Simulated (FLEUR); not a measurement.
# free Fe(110) film, 3 layers: parallel and opposed starts, part 2 of 3

Aim: find out whether free Fe(110) film, 3 layers carries moments, and which collinear order costs least.

FLEUR MaX-R8.1; PBEsol; all-electron FLAPW film, Dirac cores, scalar-relativistic bands.

So far, largest spin moment in the muffin-tin sphere (μB): step 2 (run 1 (ferro +++)) 2.66.

## (3) Start 2: ferri +-+

Another pattern of signs weighs the neighbour shells otherwise.

The input, inp.xml:

```
<?xml version="1.0" encoding="UTF-8" standalone="no"?>
<fleurInput fleurInputVersion="0.39">
   <comment>
      Fe
   </comment>
   <calculationSetup>
      <cutoffs Kmax="3.68" Gmax="11.0" GmaxXC="11.0" numbands="0"/>
      <scfLoop itmax="120" minDistance="0.00002" maxIterBroyd="15" imix="Anderson" alpha="0.03" precondParam="0.0" spinf="2.0" sdNocoIR="T"/>
      <coreElectrons ctail="T" frcor="F" kcrel="1" coretail_lmax="0"/>
      <xcFunctional name="PBEs" relativisticCorrections="F"/>
      <magnetism jspins="2"/>
      <soc l_soc="F" theta="0.0" phi="0.0" spav="F"/>
      <expertModes spex="0" secvar="F"/>
      <geometryOptimization l_f="F" forcealpha="1.0" forcemix="BFGS" epsdisp="0.00001" epsforce="0.00001"/>
      <ldaU l_linMix="F" mixParam="0.05" spinf="1.0"/>
   </calculationSetup>
   <cell>
      <bzIntegration valenceElectrons="48.0" mode="hist" fermiSmearingEnergy="0.00183747">
         <kPointListSelection listName="default-1"/>
         <xi:include xmlns:xi="http://www.w3.org/2001/XInclude" href="kpts.xml"> </xi:include>
      </bzIntegration>
      <xi:include xmlns:xi="http://www.w3.org/2001/XInclude" href="sym.xml"> </xi:include>
      <filmLattice scale="1.0" dVac="12.92" dTilda="15.42">
         <bravaisMatrixFilm>
            <row-1>    2.7079775365518000    -3.8296584928783730</row-1>
            <row-2>    2.7079775365518000     3.8296584928783730</row-2>
         </bravaisMatrixFilm>
         <vacuumEnergyParameters vacuum="1" spinUp="-.25" spinDown="-.25"/>
      </filmLattice>
   </cell>
   <atomSpecies>
      <species name="Iron (Fe) 2.800" element="Fe" atomicNumber="26">
         <mtSphere radius="2.23" gridPoints="737" logIncrement="0.016"/>
         <atomicCutoffs lmax="8" lnonsphr="6"/>
         <electronConfig flipSpins="F">
            <coreConfig>(1s1/2) (2s1/2) (2p1/2) (2p3/2)</coreConfig>
            <valenceConfig>(3s1/2) (3p1/2) (3p3/2) (4s1/2) (3d3/2) (3d5/2)</valenceConfig>
            <stateOccupation state="(3d3/2)" spinUp="1.4" spinDown="1.0"/>
            <stateOccupation state="(3d5/2)" spinUp="3.0" spinDown="0.6"/>
         </electronConfig>
         <energyParameters s="4" p="4" d="3" f="4"/>
         <lo type="SCLO" l="0" n="3" eDeriv="0"/>
         <lo type="SCLO" l="1" n="3" eDeriv="0"/>
      </species>
      <species name="Iron (Fe) -2.800" element="Fe" atomicNumber="26">
         <mtSphere radius="2.23" gridPoints="737" logIncrement="0.016"/>
         <atomicCutoffs lmax="8" lnonsphr="6"/>
         <electronConfig flipSpins="F">
            <coreConfig>(1s1/2) (2s1/2) (2p1/2) (2p3/2)</coreConfig>
            <valenceConfig>(3s1/2) (3p1/2) (3p3/2) (4s1/2) (3d3/2) (3d5/2)</valenceConfig>
            <stateOccupation state="(3d3/2)" spinUp="1.0" spinDown="1.4"/>
            <stateOccupation state="(3d5/2)" spinUp="0.6" spinDown="3.0"/>
         </electronConfig>
         <energyParameters s="4" p="4" d="3" f="4"/>
         <lo type="SCLO" l="0" n="3" eDeriv="0"/>
         <lo type="SCLO" l="1" n="3" eDeriv="0"/>
      </species>
   </atomSpecies>
   <atomGroups>
      <atomGroup species="Iron (Fe) 2.800">
         <filmPos label="                   1">.0000000000 .0000000000 -3.8297153215</filmPos>
         <filmPos label="                   3">.0000000000 .0000000000 3.8297153215</filmPos>
         <force calculate="T" relaxXYZ="TTT"/>
      </atomGroup>
      <atomGroup species="Iron (Fe) -2.800">
         <filmPos label="                   2">1.000/2.000 1.000/2.000 .0000000000</filmPos>
         <force calculate="T" relaxXYZ="TTT"/>
      </atomGroup>
   </atomGroups>
   <output dos="F" band="F" slice="F">
      <bandDOS minEnergy="-.5*Htr" maxEnergy="0.5*Htr" sigma="0.015" storeEVData="T"/>
      <plotting iplot="0" polar="F">
         <plot TwoD="T" vec1="  1.0  0.0  0.0" vec2="  0.0  1.0  0.0" vec3="  0.0  0.0  1.0" zero="  0.0  0.0 -0.5" file="plot"/>
      </plotting>
      <moessbauerParams electricFieldGradient="F" isomerShift="T" coreHyperfine="T" valenceHyperfine="T"/>
   </output>
</fleurInput>
```

The input, crystal.txt:

```
Fe
&input film=T cartesian=F /
1.43300000000  -2.02656800000  0.00000000000
1.43300000000  2.02656800000  0.00000000000
0.00000000000  0.00000000000  1.00000000000
1.8897261246
1.0 1.0 1.0

3
26 0.00000000000  0.00000000000  -3.82971532153 : 2.800
26 0.50000000000  0.50000000000  0.00000000000 : -2.800
26 0.00000000000  0.00000000000  3.82971532153 : 2.800

&kpt div1=12 div2=12 div3=1 gamma=T /
```

The run is started by

```bash
$ OMP_NUM_THREADS=1 inpgen -f crystal.txt > inpgen.log  # inp.xml is then edited as shown
$ OMP_NUM_THREADS=1 mpirun -n 4 fleur_MPI > fleur.log
```

Log:

```text
[banner, memory and clock lines left out]
Welcome to FLEUR        (www.flapw.de)
      MaX-Release 8.1          (www.max-centre.eu)

 ========== k-point set info ==========
 Selected k-point list: default-1
 k-point list type: mesh
 0 x 0 x 0
 Number of k points: 44

 ------------Calculation Setup---------------------------
 Number of PE/node        :            4
 Number of OMP-threads    :            1
 k-points in parallel     :            4
 pe's per k-point         :            1
 No of k-point loops      :           11
 Eigenvalue solver        :       lapack
 Number of basis functions:          303
 Approximate size of matrices (H+S) per k-point:         0.001 GB
 [... lines of the core solver left out ...]
 Iteration:     1   Distance:      27.39303115 me/bohr^3
 [... lines of the core solver left out ...]
 Iteration:     2   Distance:      13.32639131 me/bohr^3
 [... lines of the core solver left out ...]
 Iteration:     3   Distance:      13.44366902 me/bohr^3
 [... lines of the core solver left out ...]
 Iteration:     4   Distance:       8.90941073 me/bohr^3
 [... lines of the core solver left out ...]
 Iteration:     5   Distance:       7.41101334 me/bohr^3
 [... lines of the core solver left out ...]
 Iteration:     6   Distance:       7.14527504 me/bohr^3
 [... lines of the core solver left out ...]
 Iteration:     7   Distance:       4.20892703 me/bohr^3
 [... lines of the core solver left out ...]
[... rest left out ...]

--- out.xml (last complete iteration) ---
<iteration numberForCurrentRun="   42" overallNumber="   42">
         [... left out ...]
         <bandgap value="0.0034663856" units="eV"/>
         <sumValenceSingleParticleEnergies value="-64.8554070737" units="Htr"/>
         <FermiEnergy value="-0.1807759802" units="Htr"/>
         <valenceDensity>
            <mtCharges spin="1">
               <mtCharge atomType="1" total="8.5123811" s="1.1784433" p="3.1179311" d="4.2062894" f="0.0075957"/>
               <mtCharge atomType="2" total="6.2647075" s="1.1683419" p="3.1467906" d="1.9361889" f="0.0104944"/>
            </mtCharges>
            <mtCharges spin="2">
               <mtCharge atomType="1" total="6.0802426" s="1.1692283" p="3.1209927" d="1.7811519" f="0.0069259"/>
               <mtCharge atomType="2" total="8.4335094" s="1.1870947" p="3.1791162" d="4.0547789" f="0.0099520"/>
            </mtCharges>
            <spinDependentCharge spin="1" total="25.3039900" interstitial="1.9093574" mtSpheres="23.2894697" vacuum1="0.0525815"/>
            <spinDependentCharge spin="2" total="22.6960102" interstitial="1.9670302" mtSpheres="20.5939946" vacuum1="0.0674927"/>
            <totalCharge value="48.0000002236"/>
         </valenceDensity>
         [... left out ...]
         <magneticMomentsInMTSpheres units="muBohr">
            <globalMagMoment atomType="1" vec="0.00000   0.00000   2.43215"/>
            <localMagMoment atomType="1" vec="0.00000   0.00000   2.43215"/>
            <globalMagMoment atomType="2" vec="0.00000   0.00000  -2.16881"/>
            <localMagMoment atomType="2" vec="0.00000   0.00000  -2.16881"/>
         </magneticMomentsInMTSpheres>
         [... left out ...]
         <totalEnergy value="    -3814.8183711612" units="Htr">
            <sumOfEigenvalues value="    -2246.1005086152">
               <coreElectrons value="-2181.2451015414"/>
               <valenceElectrons value="-64.8554070737"/>
            </sumOfEigenvalues>
            <densityCoulombPotentialIntegral value="-5897.4376538339"/>
            <densityEffectivePotentialIntegral value="-6112.4063995701"/>
            <chargeDenXCDenIntegral value="-164.1324462667"/>
            <FockExchangeEnergyValence value="0.0000000000"/>
            <FockExchangeEnergyCore value="0.0000000000"/>
         [... left out ...]
            <tkbTimesEntropy value="0.0016540122"/>
            <freeEnergy value="-3814.8200251734"/>
            <extrapolationTo0K value="-3814.8191981673"/>
         </totalEnergy>
         <densityConvergence units="me/bohr^3">
            <chargeDensity spin="1" distance="0.0000071251"/>
            <chargeDensity spin="2" distance="0.0000080911"/>
            <overallChargeDensity distance="0.0000067200"/>
            <spinDensity distance="0.0000136860"/>
         </densityConvergence>
      </iteration>
```

Elapsed: 56 s, on 4 MPI ranks of Intel Xeon Platinum 8375C at 2.90GHz (Ice Lake), shared host; peak memory 0.32 GiB.

Spin moment in the muffin-tin sphere by atom:

```
atom  spin moment in the muffin-tin sphere (μB)
 Fe1                                       2.43
 Fe2                                      -2.17
 Fe3                                       2.43
```

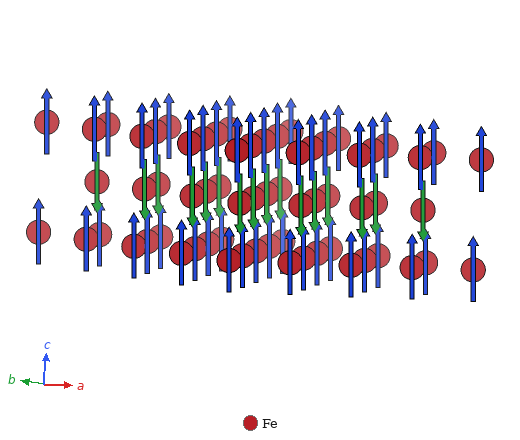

Spin moment in the muffin-tin sphere as arrows, the longest 2.43 μB. Up and down stand for the sign. Arrows give size and sign along the axis of quantisation, drawn up and down the page. The two directions have two colours. 4×4×1 cells are drawn. Some periodic images of atoms are drawn too.

Read from the output:

| Property | Result |
| --- | --- |
| free energy | -103806.5412 eV |
| program's band gap on this mesh (in a metal only a level spacing) | 0.003466 eV |
| net moment | 2.608 μB |
| final state | ferrimagnetic |

It lies 198 meV a seeded atom over the first start, and its largest moment is 2.43 μB against 2.66 μB.

## (4) Start 3: no spin polarisation

Without spin polarisation no moment can form, so the difference from the other runs is what forming moments gains.

inp.xml: that of step 3 with these lines changed.

```diff
@@ -10,3 +10,3 @@
       <xcFunctional name="PBEs" relativisticCorrections="F"/>
-      <magnetism jspins="2"/>
+      <magnetism jspins="1"/>
       <soc l_soc="F" theta="0.0" phi="0.0" spav="F"/>
@@ -31,3 +31,3 @@
    <atomSpecies>
-      <species name="Iron (Fe) 2.800" element="Fe" atomicNumber="26">
+      <species name="Iron (Fe)" element="Fe" atomicNumber="26">
          <mtSphere radius="2.23" gridPoints="737" logIncrement="0.016"/>
@@ -37,17 +37,4 @@
             <valenceConfig>(3s1/2) (3p1/2) (3p3/2) (4s1/2) (3d3/2) (3d5/2)</valenceConfig>
-            <stateOccupation state="(3d3/2)" spinUp="1.4" spinDown="1.0"/>
-            <stateOccupation state="(3d5/2)" spinUp="3.0" spinDown="0.6"/>
-         </electronConfig>
-         <energyParameters s="4" p="4" d="3" f="4"/>
-         <lo type="SCLO" l="0" n="3" eDeriv="0"/>
-         <lo type="SCLO" l="1" n="3" eDeriv="0"/>
-      </species>
-      <species name="Iron (Fe) -2.800" element="Fe" atomicNumber="26">
-         <mtSphere radius="2.23" gridPoints="737" logIncrement="0.016"/>
-         <atomicCutoffs lmax="8" lnonsphr="6"/>
-         <electronConfig flipSpins="F">
-            <coreConfig>(1s1/2) (2s1/2) (2p1/2) (2p3/2)</coreConfig>
-            <valenceConfig>(3s1/2) (3p1/2) (3p3/2) (4s1/2) (3d3/2) (3d5/2)</valenceConfig>
-            <stateOccupation state="(3d3/2)" spinUp="1.0" spinDown="1.4"/>
-            <stateOccupation state="(3d5/2)" spinUp="0.6" spinDown="3.0"/>
+            <stateOccupation state="(3d3/2)" spinUp="1.200000" spinDown="1.200000"/>
+            <stateOccupation state="(3d5/2)" spinUp="1.800000" spinDown="1.800000"/>
          </electronConfig>
@@ -59,3 +46,3 @@
    <atomGroups>
-      <atomGroup species="Iron (Fe) 2.800">
+      <atomGroup species="Iron (Fe)">
          <filmPos label="                   1">.0000000000 .0000000000 -3.8297153215</filmPos>
@@ -64,3 +51,3 @@
       </atomGroup>
-      <atomGroup species="Iron (Fe) -2.800">
+      <atomGroup species="Iron (Fe)">
          <filmPos label="                   2">1.000/2.000 1.000/2.000 .0000000000</filmPos>
```

The input, crystal.txt:

```
Fe
&input film=T cartesian=F /
1.43300000000  -2.02656800000  0.00000000000
1.43300000000  2.02656800000  0.00000000000
0.00000000000  0.00000000000  1.00000000000
1.8897261246
1.0 1.0 1.0

3
26 0.00000000000  0.00000000000  -3.82971532153
26 0.50000000000  0.50000000000  0.00000000000
26 0.00000000000  0.00000000000  3.82971532153

&kpt div1=12 div2=12 div3=1 gamma=T /
```

Log:

```text
[banner, memory and clock lines left out]
Welcome to FLEUR        (www.flapw.de)
      MaX-Release 8.1          (www.max-centre.eu)

 ========== k-point set info ==========
 Selected k-point list: default-1
 k-point list type: mesh
 0 x 0 x 0
 Number of k points: 44

 [... set-up left out ...]
 Iteration:     1   Distance:      46.59715718 me/bohr^3
 [... lines of the core solver left out ...]
 Iteration:     2   Distance:      52.91408250 me/bohr^3
 [... lines of the core solver left out ...]
 Iteration:     3   Distance:      15.64074836 me/bohr^3
[...]
<FermiEnergy value="-0.1925463236" units="Htr"/>
         [... left out ...]
         <totalEnergy value="    -3814.7726583003" units="Htr">
            <sumOfEigenvalues value="    -2246.5570430677">
               <coreElectrons value="-2181.6289311417"/>
               <valenceElectrons value="-64.9281119261"/>
            </sumOfEigenvalues>
         [... left out ...]
            <freeEnergy value="-3814.7766329902"/>
            <extrapolationTo0K value="-3814.7746456453"/>
         </totalEnergy>
         <densityConvergence units="me/bohr^3">
            <chargeDensity spin="1" distance="0.0000173903"/>
         </densityConvergence>
      </iteration>
```

It took 26 s on 4 MPI ranks; peak memory 0.26 GiB; 1.7 min of CPU time.

This step gave:

```
free energy                                                       : -103805.3604 eV
program's band gap on this mesh (in a metal only a level spacing) : 1.96e-4 eV
final state                                                       : non-magnetic (no spin polarisation)
```

It lies 591 meV a seeded atom over the first start.

## (5) The states side by side

Free energies are divided by the number of seeded atoms.

Orders:

```
               start    final state  typed order kept  energy over the lowest (meV a seeded atom)  largest sphere moment (μB)  net moment (μB a primitive cell)  mesh matched  CPU time (s)
           ferro +++  ferromagnetic               yes                                           0                        2.66                             7.778           yes           171
           ferri +-+  ferrimagnetic               yes                                       197.6                       2.432                             2.608           yes         222.4
no spin polarisation   non-magnetic                 -                                       591.1                           0                                 0           yes           103
```

(Part 2 of 3 ends here.)

[Logs and program files are shortened in this print: banners, set-up blocks, solver, clock and traceback lines can be left out without a mark of their own.]

[Logs are printed without paths, hosts, clocks, repeated set-up lines and the standing remarks that a program may print on its own settings, such as how far it seeks lower states.]

[Hosts, paths, dates, database ids (printed as entryN), source tags and the programs' standing remarks are cut or masked in the printed files.]

[Where a cell is said to come from a database of computed structures, the database is the Materials Project.]
